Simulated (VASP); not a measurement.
# LaSi3Rh with LDA: from relaxation to properties

How well does LDA reproduce what experiment finds for LaSi3Rh? The cell is relaxed first, and properties follow on it. The steps: full relaxation (LDA), second relaxation, single point with fields (LDA), band structure (LDA), density of states (LDA), zone-centre phonons (LDA) and band structure (LDA), changed input. The start is a computed cell from the Materials Project.

Method: LDA; plane waves and PAW (La, Si, Rh_pv), in VASP 6.6.1.

The experiments to compare with:

“Specific heat and muSR study on the noncentrosymmetric superconductor LaRhSi3” (2011, arxiv:1108.0193) reports for LaRhSi3, BaNiSn3-type tetragonal, by powder X-ray diffraction (arc-melted polycrystal annealed at 900 C, powdered, 300 K): lattice constant a (a from X-ray Rietveld refinement) 4.2694 ± 0.0003 Å [room-temperature value]; lattice constant c (c from X-ray Rietveld refinement) 9.8357 ± 0.001 Å [room-temperature value].

Report form: the programs' logs are mostly left out.

## 1. Set-up

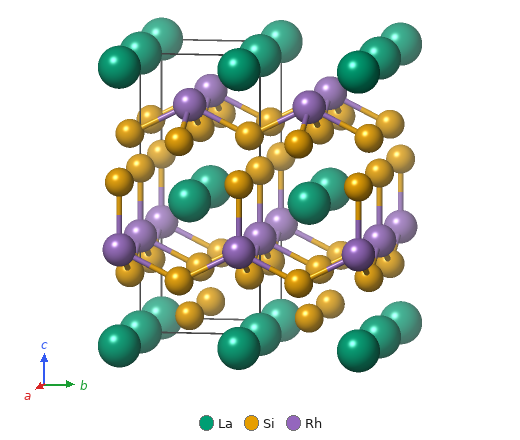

The cell as given, slightly off an axis (lanthanum teal, silicon orange, rhodium purple). 2×2×1 cells are drawn. This picture shows the conventional cell, with its axes. Some periodic images of atoms are drawn too.

As a file:

```cif
data_structure
_symmetry_space_group_name_H-M 'I4mm'
_symmetry_Int_Tables_number 107
_cell_length_a 4.2697
_cell_length_b 4.2697
_cell_length_c 9.8693
_cell_angle_alpha 90.000
_cell_angle_beta 90.000
_cell_angle_gamma 90.000
_cell_volume 179.92
loop_
_atom_site_label
_atom_site_type_symbol
_atom_site_symmetry_multiplicity
_atom_site_Wyckoff_symbol
_atom_site_fract_x
_atom_site_fract_y
_atom_site_fract_z
_atom_site_occupancy
La1 La 2 a 0.00000 0.00000 0.00050 1
Si1 Si 2 a 0.50000 0.50000 0.08807 1
Si2 Si 4 b 0.50000 0.00000 0.23798 1
Rh1 Rh 2 a 0.00000 0.00000 0.34547 1
```

## 2. Full relaxation (LDA)

The start need not lie at this functional's minimum. ISIF = 3 frees volume, shape and positions, and EDIFFG sets the threshold on forces and stress at which the search stops. LDA, the lowest rung, knows the local density alone.

The input, INCAR:

```
SYSTEM = LaSi3Rh
PREC = Accurate
ENCUT = 400
EDIFF = 1E-06
NELM = 100
ISMEAR = 0
SIGMA = 0.05
LREAL = .FALSE.
ALGO = Normal
GGA = CA
NBANDS = 25
LASPH = .TRUE.
LORBIT = 11
LWAVE = .FALSE.
LCHARG = .FALSE.
KPAR = 4
IBRION = 2
NSW = 60
ISIF = 3
EDIFFG = -0.01
```

The input, POSCAR:

```
LaSi3Rh
1.0
    0.0000000000     -4.2697357800      0.0000000000
   -4.2697357800      0.0000000000      0.0000000000
    2.1348678900     -2.1348678900     -4.9346317700
La Si Rh
1 3 1
Direct
    0.9994988900      0.0005011100      0.0010022200
    0.4119316800      0.5880683200      0.1761366400
    0.2620189200      0.2379810800      0.4759621600
    0.7620189200      0.7379810800      0.4759621600
    0.6545305800      0.3454694200      0.6909388400
```

The input, KPOINTS:

```
Automatic mesh
0
Gamma
6 6 6
0 0 0
```

PAW data sets: La, Si and Rh_pv (LDA family, release 64).

Command:

```console
mpirun -np 4 vasp_std
```

It took 33 s on 4 MPI ranks of Intel Xeon 6975P-C (Granite Rapids), shared host; peak memory 0.82 GiB; 2.1 min of CPU time.

The k-mesh is coarse for a metal. The run keeps the 8 symmetry operations of its start, so it cannot find a distortion of lower symmetry.

Relaxation path:

| step | energy less that of the first step (eV) | largest force (eV/Å) | pressure (GPa) | volume (Å³) |
| --- | --- | --- | --- | --- |
| 1 | 0.0000 | 0.2755 | -5.27 | 89.96 |
| 2 | 0.0287 | 0.3596 | 7.45 | 82.47 |
| 3 | -0.0616 | 0.1522 | -0.07 | 86.47 |
| 4 | -0.0616 | 0.1557 | 0.05 | 86.40 |
| 5 | -0.0624 | 0.0223 | 0.05 | 86.37 |
| 6 | -0.0624 | 0.0200 | 0.05 | 86.37 |
| 7 | -0.0625 | 0.0067 | -0.07 | 86.43 |

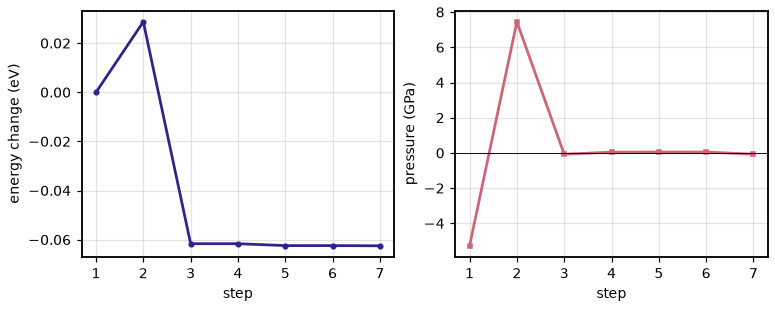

Energy and pressure along the relaxation.

| conventional cell, symmetrised | before | after | change |
| --- | --- | --- | --- |
| a (Å) | 4.270 | 4.214 | -1.3 % |
| b (Å) | 4.270 | 4.214 | -1.3 % |
| c (Å) | 9.869 | 9.737 | -1.3 % |
| volume (Å³/atom) | 17.99 | 17.29 | -3.9 % |

The relaxed structure:

```cif
data_structure
_symmetry_space_group_name_H-M 'P 1'
_symmetry_Int_Tables_number 1
_cell_length_a 4.2136
_cell_length_b 4.2136
_cell_length_c 5.7076
_cell_angle_alpha 111.661
_cell_angle_beta 68.339
_cell_angle_gamma 90.000
_cell_volume 86.43
loop_
_atom_site_label
_atom_site_type_symbol
_atom_site_fract_x
_atom_site_fract_y
_atom_site_fract_z
_atom_site_occupancy
La1 La 0.99975 0.00025 0.00050 1
Si2 Si 0.41290 0.58710 0.17421 1
Si3 Si 0.26181 0.23819 0.47638 1
Si4 Si 0.76181 0.73819 0.47638 1
Rh5 Rh 0.65374 0.34626 0.69253 1
```

This step gave:

- electrons: 38
- bands: 25
- irreducible k-points: 30
- symmetry operations: 8
- free energy (TOTEN): -36.69 eV
- energy at zero smearing: -36.69 eV
- Fermi energy: 10.21 eV
- pressure: -0.07305 GPa
- metallic: yes
- SCF cycles over all ionic steps: 60

It ends with a largest force of 0.007 eV/Å and a pressure of -0.07 GPa.

## 3. Second relaxation

The basis stayed that of the start cell while the cell moved. A rerun from the cell reached resets it; the error of the finite cutoff stays.

INCAR is that of step 2.

The input, POSCAR:

```
LaSi3Rh
1.0
    0.0000000000     -4.2135519432      0.0000000000
   -4.2135519432      0.0000000000      0.0000000000
    2.1067759716     -2.1067759716     -4.8682582066
La Si Rh
1 3 1
Direct
    0.9997480739      0.0002519261      0.0005038521
    0.4128950033      0.5871049967      0.1742099934
    0.2618099616      0.2381900384      0.4763800769
    0.7618099616      0.7381900384      0.4763800769
    0.6537359896      0.3462640104      0.6925280207
```

KPOINTS is that of step 2.

Command:

```console
mpirun -np 4 vasp_std
```

Elapsed: 14 s, on 4 MPI ranks; peak memory 0.79 GiB; 55 s of CPU time.

Little changed from the start: no atom moved by 0.005 Å and no cell edge by 0.1 %.

Numbers from this step:

| Property | Result |
| --- | --- |
| free energy (TOTEN) | -36.68 eV |
| energy at zero smearing | -36.68 eV |
| Fermi energy | 10.22 eV |
| pressure | 0.01389 GPa |
| SCF cycles over all ionic steps | 27 |

It ends with a largest force of 0.008 eV/Å and a pressure of 0.01 GPa. The volume moved by only 0.09 %, so the volume is settled.

## 4. Single point with fields (LDA)

The relaxed cell gets a fresh self-consistent run, on a basis set for its own volume, to fix the density and to check the remaining stress.

Edit INCAR of step 3 so:

```diff
@@ -14,7 +14,5 @@
 LWAVE = .FALSE.
-LCHARG = .FALSE.
-KPAR = 4
-IBRION = 2
-NSW = 60
-ISIF = 3
-EDIFFG = -0.01
+LCHARG = .TRUE.
+ISIF = 2
+LELF = .TRUE.
+LVHAR = .TRUE.
```

The input, POSCAR:

```
LaSi3Rh
1.0
    0.0000000000     -4.2121934747      0.0000000000
   -4.2121934747      0.0000000000      0.0000000000
    2.1060967374     -2.1060967374     -4.8670640531
La Si Rh
1 3 1
Direct
    0.9997552198      0.0002447802      0.0004895603
    0.4128816538      0.5871183462      0.1742366924
    0.2618107950      0.2381892050      0.4763784102
    0.7618107950      0.7381892050      0.4763784102
    0.6537405265      0.3462594735      0.6925189470
```

KPOINTS is that of step 3.

Command:

```console
mpirun -np 4 vasp_std
```

The job ended after 8.4 s (4 MPI ranks; peak memory 0.55 GiB).

Numbers from this step:

* SCF cycles: 14
* bands: 28
* pressure: -0.03573 GPa

Valence electrons inside each PAW sphere by angular momentum. Sphere charges, by row:

| atom | s (e) | p (e) | d (e) | f (e) | tot (e) |
| --- | --- | --- | --- | --- | --- |
| La1 | 2.03 | 5.637 | 0.807 | 0.191 | 8.665 |
| Si2 | 0.786 | 0.886 | 0 | 0 | 1.672 |
| Si3 | 0.785 | 0.851 | 0 | 0 | 1.635 |
| Si4 | 0.785 | 0.851 | 0 | 0 | 1.635 |
| Rh5 | 0.443 | 6.398 | 7.33 | 0 | 14.17 |

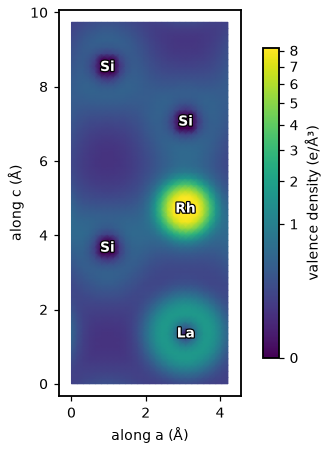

Valence density in the ac plane of the conventional cell at fractional y = 0.000, with atoms of La and Si and Rh within 0.2 Å of it. It is the smooth field of the valence electrons, not physical close to the nuclei. The map starts off the cell's origin, so that atoms lie inside it. The colour scale is stretched toward low values.

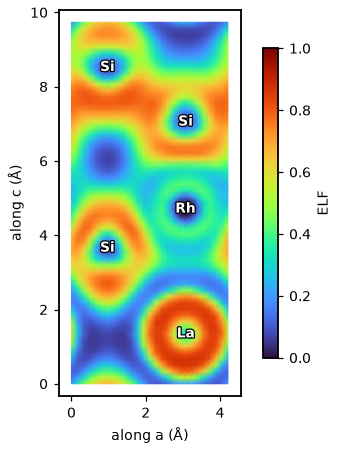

ELF in the ac plane of the conventional cell at fractional y = 0.000, with atoms of La and Si and Rh within 0.2 Å of it. It is the smooth field of the valence electrons, not physical close to the nuclei. The map starts off the cell's origin, so that atoms lie inside it.

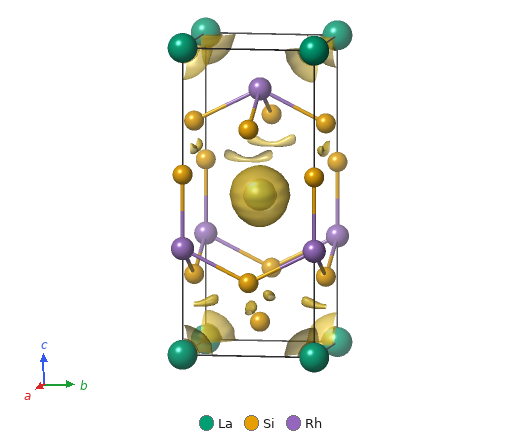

Surface of ELF = 0.79.

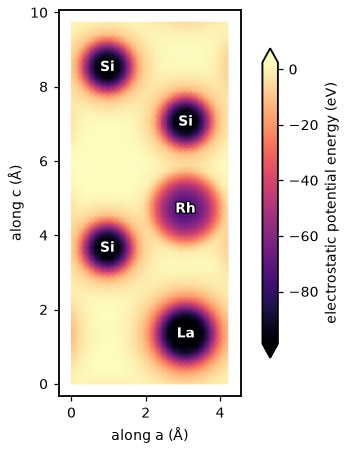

Electrostatic potential energy in the ac plane of the conventional cell at fractional y = 0.000, with atoms of La and Si and Rh within 0.2 Å of it. With pseudopotentials it is smooth inside the atoms' cores, unlike the true potential. The map starts off the cell's origin, so that atoms lie inside it.

In this run the pressure is -0.04 GPa, small enough to go on.

## 5. Band structure (LDA)

The mesh alone shows little of the dispersion and can miss band extrema, so KPOINTS_OPT adds a path through the symmetry points after the self-consistent cycle.

The input, INCAR:

```
SYSTEM = LaSi3Rh
PREC = Accurate
ENCUT = 400
EDIFF = 1E-06
NELM = 100
ISMEAR = 0
SIGMA = 0.05
LREAL = .FALSE.
ALGO = Normal
GGA = CA
NBANDS = 34
LASPH = .TRUE.
LORBIT = 11
LWAVE = .FALSE.
LCHARG = .FALSE.
KPAR = 4
```

POSCAR is that of step 4.

KPOINTS is that of step 4.

The input, KPOINTS_OPT:

```
Line mode
16
Line-mode
Reciprocal
  0.00000000   0.00000000   0.00000000 GAMMA
 -0.50000000  -0.50000000   0.00000000 X

 -0.50000000  -0.50000000   0.00000000 X
 -0.40637485  -0.59362515   0.09362515 Y

 -0.40637485  -0.59362515   0.09362515 Y
  0.00000000  -0.59362515   0.29681257 S

  0.00000000  -0.59362515   0.29681257 S
  0.00000000   0.00000000   0.00000000 GAMMA

  0.00000000   0.00000000   0.00000000 GAMMA
  0.00000000   0.00000000  -0.50000000 Z

  0.00000000   0.00000000  -0.50000000 Z
  0.00000000  -0.40637485  -0.29681257 S1

  0.00000000  -0.40637485  -0.29681257 S1
  0.00000000  -0.50000000   0.00000000 N

  0.00000000  -0.50000000   0.00000000 N
 -0.50000000  -0.50000000  -0.25000000 P

 -0.50000000  -0.50000000  -0.25000000 P
 -0.40637485  -0.40637485  -0.50000000 Y1

 -0.40637485  -0.40637485  -0.50000000 Y1
  0.00000000   0.00000000  -0.50000000 Z

 -0.50000000  -0.50000000   0.00000000 X
 -0.50000000  -0.50000000  -0.25000000 P
```

Command:

```console
mpirun -np 4 vasp_std
```

Run time: 33 s. Hardware: 4 MPI ranks; peak memory 0.96 GiB; 2.2 min of CPU time.

Spin-orbit coupling is off here; with elements this heavy it splits and shifts levels by tenths of an eV or more. The cell is typed on its shortest vectors, so the axes of tensors and the coordinates of k-points follow the printed cell and not the standard setting.

This step gave:

- SCF cycles: 13
- bands: 34
- pressure: -0.02171 GPa

The electronic bands at the labelled points (eV, zero at the Fermi level; # counts the bands kept):

| point | #8 | #9 | #10 | #11 | #12 | #13 | #14 | #15 |
| --- | --- | --- | --- | --- | --- | --- | --- | --- |
| Γ | -2.72 | -1.83 | -1.83 | 0.22 | 0.22 | 1.25 | 1.45 | 2.12 |
| X | -2.81 | -2.73 | -2.16 | -1.93 | 1.87 | 1.99 | 2.19 | 2.40 |
| Y | -2.66 | -2.39 | -2.21 | -1.63 | 1.63 | 2.02 | 2.08 | 2.34 |
| S | -2.66 | -2.11 | -1.28 | -0.36 | 0.54 | 1.71 | 2.02 | 2.08 |
| Γ | -2.72 | -1.83 | -1.83 | 0.22 | 0.22 | 1.25 | 1.45 | 2.12 |
| Z | -2.53 | -2.34 | -0.24 | 0.70 | 0.70 | 1.39 | 1.49 | 1.97 |
| S1 | -2.66 | -2.11 | -1.28 | -0.36 | 0.54 | 1.71 | 2.02 | 2.08 |
| N | -2.65 | -2.23 | -1.41 | -0.55 | -0.06 | 1.46 | 1.79 | 2.23 |
| P | -2.93 | -2.55 | -2.55 | -1.99 | 1.32 | 2.08 | 2.08 | 2.40 |
| Y1 | -2.66 | -2.39 | -2.21 | -1.63 | 1.63 | 2.02 | 2.08 | 2.34 |
| Z | -2.53 | -2.34 | -0.24 | 0.70 | 0.70 | 1.39 | 1.49 | 1.97 |
| jump to X | -2.81 | -2.73 | -2.16 | -1.93 | 1.87 | 1.99 | 2.19 | 2.40 |
| P | -2.93 | -2.55 | -2.55 | -1.99 | 1.32 | 2.08 | 2.08 | 2.40 |

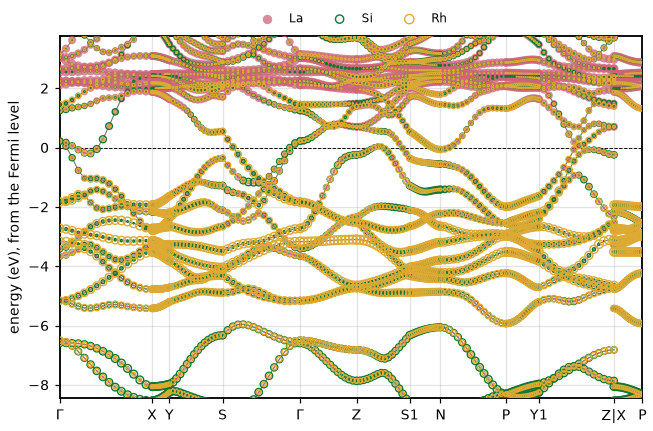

Electronic bands along the path; dots are coloured as in the legend, and their area grows with the weight.

There is no gap at this level.

## 6. Density of states (LDA)

Here the states are counted by energy and projected on the atoms. The mesh is finer than in the run before.

Edit INCAR of step 5 so:

```diff
@@ -5,3 +5,3 @@
 NELM = 100
-ISMEAR = 0
+ISMEAR = -5
 SIGMA = 0.05
@@ -16 +16,2 @@
 KPAR = 4
+NEDOS = 2001
```

POSCAR is that of step 5.

The input, KPOINTS:

```
Automatic mesh
0
Gamma
9 9 9
0 0 0
```

Command:

```console
mpirun -np 4 vasp_std
```

The job ended after 20 s (4 MPI ranks; peak memory 1.1 GiB; 77 s of CPU time).

On this mesh force components of up to 0.08 eV/Å appear, so the relaxed positions are not converged with the sampling. With tetrahedra the forces and stress of a metal are not exact derivatives of the energy.

This step gave:

| Item | Value |
| --- | --- |
| SCF cycles | 16 |
| irreducible k-points | 75 |
| free energy (TOTEN) | -36.69 eV |
| Fermi energy | 10.17 eV |
| pressure | 0.1476 GPa |
| DOS at the Fermi level | 2.130 states/eV/cell |

The density of states has structure finer than the step of the table below, so its rows give means over 1 eV, whole bins alone (the curve runs from -12.0 to 2.29 eV). Peaks (eV: height): total -4.8: 5.35, -4.4: 8.16, -2.8: 6.11, 2.2: 16.3; Rh d -4.4: 3.49, -4.1: 2.40, -3.0: 2.97, -2.8: 2.89; Si p -4.8: 0.861, -4.4: 1.19, -4.1: 0.580, -2.1: 0.711; La d -2.8: 0.260, -1.4: 0.371, 2.0: 0.786, 2.2: 0.728.

States under -12.0 eV and over 2.3 eV are left out. Density of states against energy, zero at the Fermi level; means over each step; values in states/eV/cell:

| energy (eV) | total | Rh d | La f | Si p | La d | Si s | Rh s |
| --- | --- | --- | --- | --- | --- | --- | --- |
| -11 | 0.587 | 0.00423 | 7.3e-5 | 0.0107 | 0.00158 | 0.209 | 0.0204 |
| -10 | 1.21 | 0.0284 | 6.0e-4 | 0.0439 | 0.0115 | 0.425 | 0.0170 |
| -9 | 0.579 | 0.0241 | 6.0e-4 | 0.0268 | 0.00775 | 0.194 | 0.0232 |
| -8 | 1.52 | 0.112 | 0.00277 | 0.0656 | 0.0243 | 0.512 | 0.0536 |
| -7 | 1.58 | 0.193 | 0.00577 | 0.0761 | 0.0298 | 0.502 | 0.0536 |
| -6 | 0.558 | 0.0895 | 0.00308 | 0.0354 | 0.00831 | 0.159 | 0.0173 |
| -5 | 2.96 | 1.02 | 0.00891 | 0.501 | 0.0567 | 0.0430 | 0.0608 |
| -4 | 4.23 | 2.03 | 0.0131 | 0.519 | 0.0873 | 0.0403 | 0.0982 |
| -3 | 4.23 | 2.18 | 0.0218 | 0.389 | 0.139 | 0.0690 | 0.0342 |
| -2 | 3.34 | 1.02 | 0.0380 | 0.453 | 0.192 | 0.0574 | 0.0337 |
| -1 | 2.36 | 0.474 | 0.0582 | 0.322 | 0.194 | 0.0764 | 0.0167 |
| 0 | 1.64 | 0.264 | 0.107 | 0.236 | 0.133 | 0.0582 | 0.00715 |
| 1 | 1.93 | 0.190 | 0.322 | 0.193 | 0.229 | 0.0596 | 0.0171 |

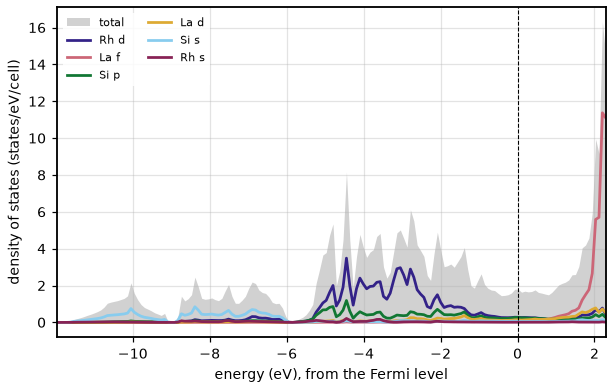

Density of states, plotted against energy.

Force by atom:

| atom | x (eV/Å) | y (eV/Å) | z (eV/Å) | size |
| --- | --- | --- | --- | --- |
| La1 | 0.0000 | 0.0000 | -0.0094 | 0.0094 |
| Si2 | 0.0000 | 0.0000 | -0.0822 | 0.0822 |
| Si3 | 0.0000 | 0.0000 | 0.0098 | 0.0098 |
| Si4 | 0.0000 | 0.0000 | 0.0098 | 0.0098 |
| Rh5 | 0.0000 | 0.0000 | 0.0721 | 0.0721 |

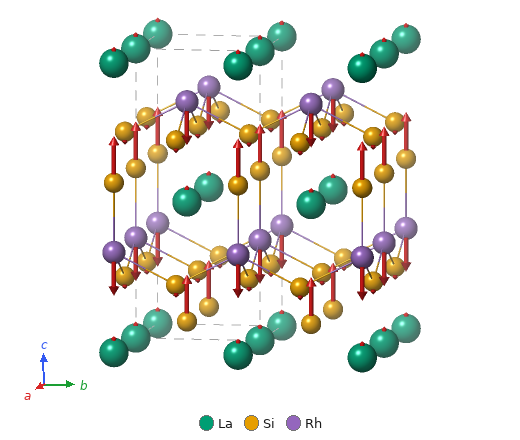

Force as arrows, the longest 0.0822 eV/Å. 2×2×1 conventional cells are drawn. Some periodic images of atoms are drawn too.

The finer mesh and the other smearing move the Fermi level by -0.06 eV from the 6×6×6 run, one measure of the sampling error in the zero of the bands above. Of the states within 0.3 eV of the Fermi level, the largest shares in the PAW spheres are Rh d 16 %, Si p 15 % and La d 8 %. The rest lies in smaller channels or between the spheres.

## 7. Zone-centre phonons (LDA)

Zone-centre modes test whether the atoms sit at a minimum within this cell. IBRION = 8 takes the force constants from linear response, which needs tightly converged orbitals.

The input, INCAR:

```
SYSTEM = LaSi3Rh
PREC = Accurate
ENCUT = 400
EDIFF = 1E-08
NELM = 100
ISMEAR = 1
SIGMA = 0.2
LREAL = .FALSE.
ALGO = Normal
GGA = CA
NBANDS = 25
LASPH = .TRUE.
LORBIT = 11
LWAVE = .FALSE.
LCHARG = .FALSE.
KPAR = 4
IBRION = 8
ISIF = 2
```

POSCAR is that of step 6.

The input, KPOINTS:

```
Automatic mesh
0
Gamma
8 8 8
0 0 0
```

Command:

```console
mpirun -np 4 vasp_std
```

The job ended after 13 min (4 MPI ranks; peak memory 2.4 GiB).

Energies printed during the response cycles are not total energies of the cell.

Numbers from this step:

* bands: 25
* irreducible k-points: 59
* pressure of the cell: 0.2042 GPa
* largest force of the cell: 0.09575 eV/Å
* Fermi energy: 10.16 eV

[end of part 1 of 2]

[Lines on the potential files, build, host, timing and source positions are cut from VASP's logs without a mark.]

[Logs are printed without paths, hosts, clocks, repeated set-up lines and the standing remarks that a program may print on its own settings, such as how far it seeks lower states.]

[Hosts, paths, dates, database ids (printed as entryN), source tags and the programs' standing remarks are cut or masked in the printed files.]

[A measured line is paired with the nearest computed mode of its activity, which favours agreement.]
